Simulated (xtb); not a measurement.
## Geometry relaxation, with input and output: Si$_{2}$H$_{3}$ClF (part 2 of 3)

Continued. System: Si$_{2}$H$_{3}$ClF, multiplicity 2. Method: GFN2-xTB (xtb 6.7.1 later snapshot). The geometry comes from this level: PBE0-D4/def2-TZVP.

Geometry of the input (Å):
```
F  -0.3973  -2.1542  0.9991
Si -1.0495  -0.8945  0.2519
Si 0.5342  0.8481  0.1059
Cl -1.5415  -1.5161  -1.6472
H  -0.1264  1.9665  -0.6123
H  0.8897  1.2710  1.4840
H  1.7521  0.4114  -0.6270
```

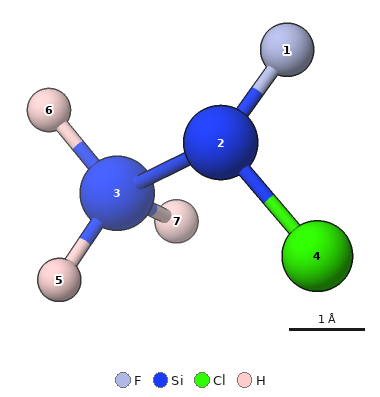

*The input geometry (ball-and-stick view, seen at a tilt; atoms are numbered from 1 in the order of the input).*

**Log, continued**
```
........................................................................
.............................. CYCLE    2 ..............................
........................................................................

 iter      E             dE          RMSdq      gap      omega  full diag
   1    -14.3712741 -0.143713E+02  0.154E+00    2.77       0.0  T
   2    -14.3714524 -0.178253E-03  0.106E+00    2.80       1.0  T
   3    -14.3707799  0.672466E-03  0.484E-01    2.75       1.0  T
   4    -14.3715630 -0.783142E-03  0.115E-01    2.80       1.0  T
   5    -14.3715681 -0.507738E-05  0.714E-02    2.79       1.0  T
   6    -14.3715711 -0.296822E-05  0.328E-02    2.80       1.2  T
   7    -14.3715721 -0.105772E-05  0.150E-02    2.80       2.5  T
   8    -14.3715726 -0.485254E-06  0.450E-03    2.80       8.4  T
   9    -14.3715727 -0.323262E-07  0.242E-03    2.80      15.6  T
  10    -14.3715727 -0.530670E-08  0.398E-04    2.80      94.9  T
  11    -14.3715727 -0.620162E-10  0.107E-04    2.80     351.7  T
     SCC iter.                  ...        0 min,  0.002 sec
     gradient                   ...        0 min,  0.001 sec
 * total energy  :   -14.3192300 Eh     change       -0.2116453E-02 Eh
   gradient norm :     0.0254061 Eh/α   predicted    -0.3634019E-02 (  71.70%)
   displ. norm   :     0.1904221 α      lambda       -0.2568580E-02
   maximum displ.:     0.1329434 α      in ANC's #2, #9, #10, ...

........................................................................
.............................. CYCLE    3 ..............................
........................................................................

 iter      E             dE          RMSdq      gap      omega  full diag
   1    -14.3700133 -0.143700E+02  0.548E-01    2.85       0.0  T
   2    -14.3700555 -0.421843E-04  0.369E-01    2.83       1.0  T
   3    -14.3699967  0.588186E-04  0.205E-01    2.85       1.0  T
   4    -14.3700846 -0.879415E-04  0.834E-02    2.84       1.0  T
   5    -14.3700936 -0.897066E-05  0.316E-02    2.84       1.2  T
   6    -14.3700941 -0.529469E-06  0.225E-02    2.84       1.7  T
   7    -14.3700946 -0.496443E-06  0.119E-02    2.84       3.2  T
   8    -14.3700949 -0.286992E-06  0.473E-03    2.84       8.0  T
   9    -14.3700950 -0.537768E-07  0.216E-03    2.84      17.5  T
  10    -14.3700950 -0.873248E-08  0.150E-03    2.84      25.1  T
  11    -14.3700950 -0.772227E-08  0.687E-04    2.84      55.0  T
  12    -14.3700950 -0.747077E-09  0.220E-04    2.84     172.0  T
     SCC iter.                  ...        0 min,  0.002 sec
     gradient                   ...        0 min,  0.001 sec
 * total energy  :   -14.3202337 Eh     change       -0.1003701E-02 Eh
   gradient norm :     0.0100026 Eh/α   predicted    -0.1330858E-02 (  32.60%)
   displ. norm   :     0.1825613 α      lambda       -0.6460239E-03
   maximum displ.:     0.1426769 α      in ANC's #2, #6, #1, ...

........................................................................
.............................. CYCLE    4 ..............................
........................................................................

 iter      E             dE          RMSdq      gap      omega  full diag
   1    -14.3713888 -0.143714E+02  0.551E-01    2.74       0.0  T
   2    -14.3714048 -0.160586E-04  0.363E-01    2.74       1.0  T
   3    -14.3713551  0.497200E-04  0.147E-01    2.72       1.0  T
   4    -14.3714136 -0.585445E-04  0.339E-02    2.73       1.1  T
   5    -14.3714157 -0.211028E-05  0.192E-02    2.73       2.0  T
   6    -14.3714160 -0.256054E-06  0.115E-02    2.73       3.3  T
   7    -14.3714162 -0.189547E-06  0.544E-03    2.73       6.9  T
   8    -14.3714162 -0.579879E-07  0.313E-03    2.73      12.1  T
   9    -14.3714163 -0.211501E-07  0.159E-03    2.73      23.8  T
  10    -14.3714163 -0.333026E-08  0.114E-03    2.73      33.1  T
  11    -14.3714163 -0.202514E-08  0.582E-04    2.73      65.0  T
  12    -14.3714163 -0.825125E-09  0.172E-04    2.73     219.7  T
     SCC iter.                  ...        0 min,  0.002 sec
     gradient                   ...        0 min,  0.001 sec
 * total energy  :   -14.3204770 Eh     change       -0.2433595E-03 Eh
   gradient norm :     0.0077729 Eh/α   predicted    -0.3337786E-03 (  37.15%)
   displ. norm   :     0.1025024 α      lambda       -0.2887529E-03
   maximum displ.:     0.0667590 α      in ANC's #2, #6, #4, ...

........................................................................
.............................. CYCLE    5 ..............................
........................................................................

 iter      E             dE          RMSdq      gap      omega  full diag
   1    -14.3708013 -0.143708E+02  0.309E-01    2.77       0.0  T
   2    -14.3708098 -0.848245E-05  0.191E-01    2.78       1.0  T
   3    -14.3707880  0.217473E-04  0.117E-01    2.77       1.0  T
   4    -14.3708162 -0.281644E-04  0.394E-02    2.78       1.0  T
   5    -14.3708169 -0.713747E-06  0.154E-02    2.78       2.4  T
   6    -14.3708170 -0.739572E-07  0.902E-03    2.78       4.2  T
   7    -14.3708171 -0.631911E-07  0.483E-03    2.78       7.8  T
   8    -14.3708171 -0.292492E-07  0.274E-03    2.78      13.8  T
   9    -14.3708171 -0.174865E-07  0.129E-03    2.78      29.2  T
  10    -14.3708171 -0.555124E-08  0.613E-04    2.78      61.7  T
  11    -14.3708171 -0.996843E-09  0.214E-04    2.78     177.0  T
     SCC iter.                  ...        0 min,  0.002 sec
     gradient                   ...        0 min,  0.001 sec
 * total energy  :   -14.3206409 Eh     change       -0.1638565E-03 Eh
   gradient norm :     0.0040329 Eh/α   predicted    -0.1458945E-03 ( -10.96%)
   displ. norm   :     0.0789865 α      lambda       -0.8131031E-04
   maximum displ.:     0.0581551 α      in ANC's #2, #5, #3, ...

........................................................................
.............................. CYCLE    6 ..............................
........................................................................

 iter      E             dE          RMSdq      gap      omega  full diag
   1    -14.3706700 -0.143707E+02  0.228E-01    2.77       0.0  T
   2    -14.3706735 -0.353035E-05  0.152E-01    2.78       1.0  T
   3    -14.3706676  0.587583E-05  0.576E-02    2.77       1.0  T
   4    -14.3706739 -0.626402E-05  0.231E-02    2.78       1.6  T
   5    -14.3706751 -0.117857E-05  0.689E-03    2.78       5.5  T
   6    -14.3706751 -0.250226E-07  0.462E-03    2.78       8.2  T
   7    -14.3706751 -0.234579E-07  0.267E-03    2.78      14.2  T
   8    -14.3706751 -0.149526E-07  0.121E-03    2.78      31.2  T
   9    -14.3706751 -0.328805E-08  0.620E-04    2.78      61.0  T
  10    -14.3706751 -0.695646E-09  0.401E-04    2.78      94.2  T
     SCC iter.                  ...        0 min,  0.002 sec
     gradient                   ...        0 min,  0.001 sec
 * total energy  :   -14.3206813 Eh     change       -0.4041056E-04 Eh
   gradient norm :     0.0014570 Eh/α   predicted    -0.4090925E-04 (   1.23%)
   displ. norm   :     0.0447369 α      lambda       -0.1453099E-04
   maximum displ.:     0.0357826 α      in ANC's #2, #1, #8, ...

........................................................................
.............................. CYCLE    7 ..............................
........................................................................

 iter      E             dE          RMSdq      gap      omega  full diag
   1    -14.3705802 -0.143706E+02  0.907E-02    2.77       0.0  T
   2    -14.3705814 -0.117379E-05  0.615E-02    2.77       1.0  T
   3    -14.3705815 -0.151838E-06  0.247E-02    2.77       1.5  T
   4    -14.3705815  0.510441E-07  0.852E-03    2.77       4.4  T
   5    -14.3705816 -0.121539E-06  0.396E-03    2.77       9.5  T
   6    -14.3705816 -0.278996E-07  0.239E-03    2.77      15.8  T
   7    -14.3705816 -0.521640E-08  0.996E-04    2.77      38.0  T
   8    -14.3705816 -0.192150E-08  0.561E-04    2.77      67.4  T
     SCC iter.                  ...        0 min,  0.001 sec
     gradient                   ...        0 min,  0.001 sec
 * total energy  :   -14.3206885 Eh     change       -0.7210335E-05 Eh
   gradient norm :     0.0005935 Eh/α   predicted    -0.7272379E-05 (   0.86%)
   displ. norm   :     0.0102062 α      lambda       -0.1832765E-05
   maximum displ.:     0.0052004 α      in ANC's #8, #3, #6, ...

........................................................................
.............................. CYCLE    8 ..............................
........................................................................

 iter      E             dE          RMSdq      gap      omega  full diag
   1    -14.3706068 -0.143706E+02  0.312E-02    2.77       0.0  T
   2    -14.3706068 -0.594709E-07  0.215E-02    2.77       1.8  T
   3    -14.3706068  0.297402E-07  0.636E-03    2.77       5.9  T
   4    -14.3706068 -0.879994E-08  0.400E-03    2.77       9.5  T
   5    -14.3706068 -0.481664E-07  0.111E-03    2.77      34.2  T
   6    -14.3706068 -0.865761E-09  0.407E-04    2.77      92.8  T
   7    -14.3706068 -0.150761E-09  0.276E-04    2.77     136.7  T
     SCC iter.                  ...        0 min,  0.001 sec
     gradient                   ...        0 min,  0.001 sec
 * total energy  :   -14.3206897 Eh     change       -0.1170816E-05 Eh
   gradient norm :     0.0001371 Eh/α   predicted    -0.9156168E-06 ( -21.80%)
   displ. norm   :     0.0039959 α      lambda       -0.1939431E-06
   maximum displ.:     0.0026665 α      in ANC's #2, #1, #4, ...

........................................................................
.............................. CYCLE    9 ..............................
........................................................................

 iter      E             dE          RMSdq      gap      omega  full diag
   1    -14.3706277 -0.143706E+02  0.125E-02    2.77       0.0  T
   2    -14.3706277 -0.592692E-08  0.835E-03    2.77       4.5  T
   3    -14.3706277  0.151953E-08  0.170E-03    2.77      22.2  T
   4    -14.3706277 -0.296371E-08  0.921E-04    2.77      41.0  T
   5    -14.3706277 -0.160692E-08  0.459E-04    2.77      82.3  T
     SCC iter.                  ...        0 min,  0.001 sec
     gradient                   ...        0 min,  0.001 sec
 * total energy  :   -14.3206898 Eh     change       -0.1287664E-06 Eh
   gradient norm :     0.0000814 Eh/α   predicted    -0.9623670E-07 ( -25.26%)
   displ. norm   :     0.0027713 α      lambda       -0.4611243E-07
   maximum displ.:     0.0026327 α      in ANC's #1, #3, #4, ...

........................................................................
.............................. CYCLE   10 ..............................
........................................................................

 iter      E             dE          RMSdq      gap      omega  full diag
   1    -14.3706220 -0.143706E+02  0.320E-03    2.77       0.0  T
   2    -14.3706220 -0.666057E-09  0.222E-03    2.77      17.1  T
   3    -14.3706220  0.702144E-09  0.624E-04    2.77      60.6  T
   4    -14.3706220 -0.961109E-09  0.228E-04    2.77     165.5  T
     SCC iter.                  ...        0 min,  0.001 sec
     gradient                   ...        0 min,  0.001 sec
 * total energy  :   -14.3206899 Eh     change       -0.5600431E-07 Eh
   gradient norm :     0.0000475 Eh/α   predicted    -0.2294223E-07 ( -59.03%)
   displ. norm   :     0.0028930 α      lambda       -0.4104470E-07
   maximum displ.:     0.0028189 α      in ANC's #1, #3, #6, ...

   *** GEOMETRY OPTIMIZATION CONVERGED AFTER 10 ITERATIONS ***

------------------------------------------------------------------------
 total energy gain   :        -0.0035763 Eh       -2.2442 kcal/mol
 total RMSD          :         0.2393606 a0        0.1267 Å
 total power (kW/mol):        -0.9389698 (step) -292.4245 (real)
------------------------------------------------------------------------

 ANCopt (total)                0 d,  0 h,  0 min,  0.032 sec
 optimizer setup                ...        0 min,  0.000 sec (  0.200%)
 model hessian                  ...        0 min,  0.000 sec (  0.354%)
 ANC generation                 ...        0 min,  0.000 sec (  0.197%)
 coordinate transformation      ...        0 min,  0.000 sec (  0.112%)
 single point calculation       ...        0 min,  0.031 sec ( 96.542%)
 optimization log               ...        0 min,  0.000 sec (  0.960%)
 hessian update                 ...        0 min,  0.000 sec (  0.081%)
 rational function              ...        0 min,  0.000 sec (  0.983%)

================
 final structure:
================
7
 xtb: 6.7.1
F           -0.36671088983913       -2.10180456935773        0.91692653552463
Si          -1.07423263487534       -0.81219941107266        0.20234187478745
Si           0.55325083939091        0.81159524875300        0.08906025747610
Cl          -1.66824405286712       -1.64992999092945       -1.55982564692261
H           -0.06069485218695        1.94120360185112       -0.61039789191406
H            0.83287922048395        1.18959495178571        1.47511578031527
H            1.84505236989372        0.55374016897008       -0.55882090926677

 Bond Distances (Angstroems)
```
